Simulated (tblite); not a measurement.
## C₆H₉FSi: geometry relaxation (part 4 of 4)

C₆H₉FSi; GFN2-xTB geometry optimisation, gas phase (tblite 0.8.0). It belongs to a series of runs on one base structure; here: C replaced by Si.

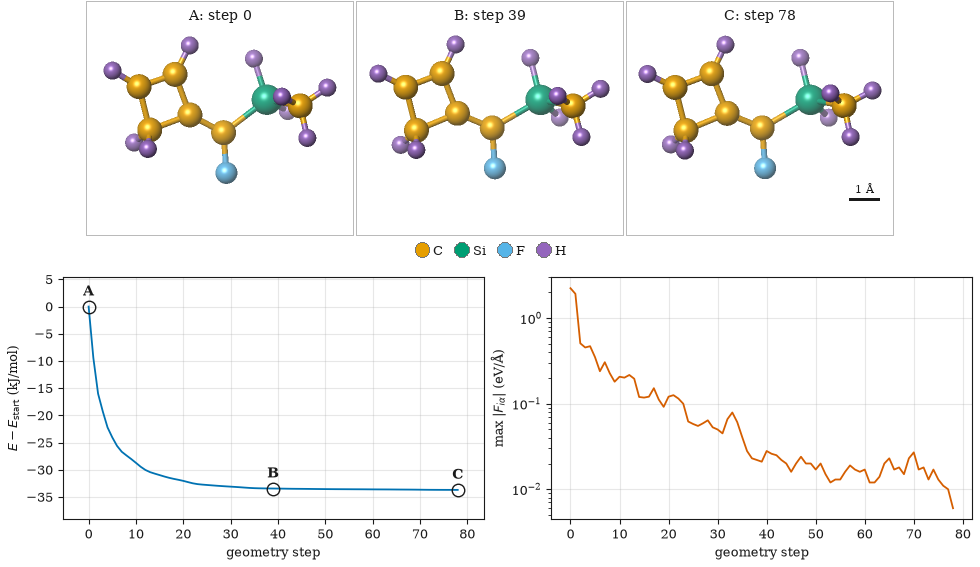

Figure 1. Frames of the relaxation (ball-and-stick view, seen on its broad side) above the curves, on which the letters mark them (steps are counted from 0).

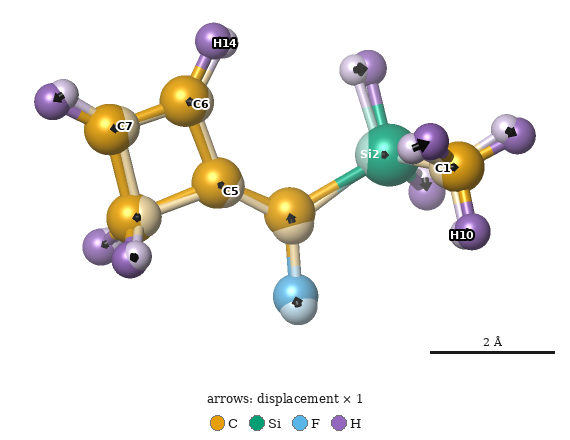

Figure 2. Start (faint) and end (solid) with the displacements as black arrows, at true length (ball-and-stick view, seen on its broad side). The two geometries are laid on each other by the best rigid fit. Over 78 geometry steps the energy falls by 33.7 kJ/mol. Largest force component: 2.2 eV/Å at the start, 0.006 eV/Å at the end. The atom that moves furthest after the best rigid fit is H9 (0.31 Å). By element the largest moves are H 0.31 Å, F 0.17 Å, C 0.17 Å, Si 0.12 Å. Distances before and after: C5–C8 1.481 → 1.528 Å, Si2–C3 1.852 → 1.896 Å, C8–H16 1.120 → 1.089 Å, C6–C7 1.312 → 1.342 Å. Among the angles that change: Si2–C3–C5 116.6° → 128.4°, Si2–C3–F4 121.4° → 113.9°, Si2–C1–H9 105.3° → 111.4°. (Atoms are counted from 1 in the order of the input.)

This output came from the following input.

## Input
```
{"job": {"kind": "relax", "xc": "GFN2-xTB", "basis": "xTB"}, "charge": 0, "multiplicity": 1}
C      2.759300     0.525100     0.103000
Si     1.579400    -0.929300     0.262000
C      0.040700    -0.217100     1.006300
F     -0.020800     0.114600     2.318700
C     -0.987800    -0.040100     0.187000
C     -1.315800    -0.244900    -1.231300
C     -2.534300     0.224700    -1.103400
C     -2.355400     0.498500     0.368300
H      2.239900     1.252700    -0.547300
H      2.884100     1.003400     1.095900
H      3.720500     0.204800    -0.320600
H      2.155000    -1.985900     1.113100
H      1.296800    -1.469400    -1.045400
H     -0.723800    -0.640300    -2.053200
H     -3.338700     0.351400    -1.817100
H     -2.976200    -0.192900     0.993100
H     -2.430000     1.556600     0.661000
```

The first line tells a small driver script what to run in tblite; the rest is the geometry in Å.

Run as:
```bash
OMP_NUM_THREADS=1 python <driver script> task.json out
```

## Results in brief

- outcome: converged
- total energy: −647.7932 eV
- hardware: 1 CPU thread, shared host
- wall time: 0.9 s
- peak memory: 0.18 GiB
